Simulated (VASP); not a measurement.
Band structure of CuCl (space group F-43m). Level of theory: PBE GGA, VASP's PBE PAW potentials (set 64) (plane waves; VASP).

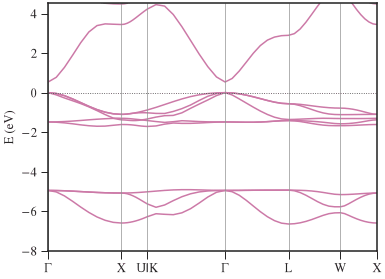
Figure: Bands along high-symmetry lines, zero at the valence-band maximum or, without a gap, the Fermi level

Question: Read the plot: is there a gap, and where are the band edges?

Answer: The gap is direct, 0.54 eV, from the valence maximum at Γ to the conduction minimum at Γ.

The structure is a typed CuCl crystal (F-43m). The cell was not relaxed at this level.
